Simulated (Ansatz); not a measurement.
# Al2HCl (triplet): the correlation ladder at a displaced geometry (v1), cc-pVDZ

Aim: climb from Hartree-Fock through coupled cluster for Al2HCl (triplet) at one geometry and basis, and see what each rung misses.

Program: Ansatz 0.2.0, Gaussian basis. Level of theory: cc-pVDZ, core rule «outside noble gas», up to 15 orbitals frozen. These are calculated values, not measurements.

To be run: UHF; CCSD(T) on ROHF; CCSD(T) on UHF; BCCD(T) on ROHF; CISD; CCSDT(Q) on ROHF; CCSDT(Q) on UHF.

14 further runs of the same task are left out: 3 that didn't finish, 11 set aside as unsound or not needed.

## (1) The geometry

The geometry is a PBE0/def2-TZVP stationary point (not a proven minimum) with its atoms shifted at random (size 0.040 Å).

4 atoms, charge 0, spin multiplicity 3.

Atoms are counted from 1 here; the program's logs count them from 0.

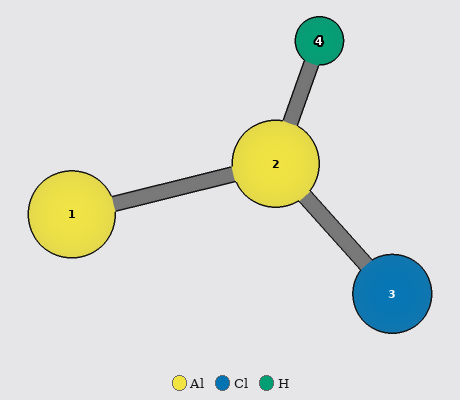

The geometry (aluminium yellow, chlorine blue, hydrogen teal); atoms are numbered from 1 in the order of the file.

## (2) UHF

Contents of in.yaml:

```yaml
crystal:
  periodic: [false, false, false]
  atoms:
    - {symbol: Al, position_ang: [-0.017610, -0.406703, 2.257984]}
    - {symbol: Al, position_ang: [-0.018443, 0.805280, 0.023182]}
    - {symbol: Cl, position_ang: [0.029521, -0.370978, -1.732689]}
    - {symbol: H, position_ang: [-0.073256, 2.379149, -0.119407]}
basis:
  gaussian: {orbitals: cc-pVDZ}
magnetization: {spin_polarized: true, initial_magnetization: 2}
hamiltonian: {xc: hf}
output: {orbitals: {seedname: orbitals}}
```

Launch:

```bash
ansatz run in.yaml --threads 1 --pin off --events-out ev --progress --plain --max-ram 2393MiB
```

The runs that follow: CCSD(T) on ROHF; CCSD(T) on UHF; BCCD(T) on ROHF; CISD; CCSDT(Q) on ROHF; CCSDT(Q) on UHF.

Q: Predict the results of all the runs planned. Wanted: UCCSDT(Q) below the RHF energy; RMP2 from UCCSDT(Q); UMP2 from UCCSDT(Q); RCCSD from UCCSDT(Q); RCCSD(T) from UCCSDT(Q); UCCSD(T) from UCCSDT(Q); RCCSDT(Q) from UCCSDT(Q); T1 diagnostic.

The runs gave:

| quantity | value |
| --- | --- |
| UCCSDT(Q) below the RHF energy | -7.3644 eV |
| RMP2 from UCCSDT(Q) | +1253.3 meV |
| UMP2 from UCCSDT(Q) | +1238.6 meV |
| RCCSD from UCCSDT(Q) | +245.2 meV |
| RCCSD(T) from UCCSDT(Q) | +54.8 meV |
| UCCSD(T) from UCCSDT(Q) | +54.2 meV |
| RCCSDT(Q) from UCCSDT(Q) | +0.9 meV |
| levels within 1 kcal/mol (43 meV) | RCCSDT, UCCSDT, RCCSDT(Q) |
| T1 diagnostic | 0.033 |

What this shows: RCCSD(T) misses by +54.8 meV, 0.7 % of the correlation energy. These misses are within one basis, not against nature; the frozen cores of restricted and unrestricted runs differ, which can shift their rows.
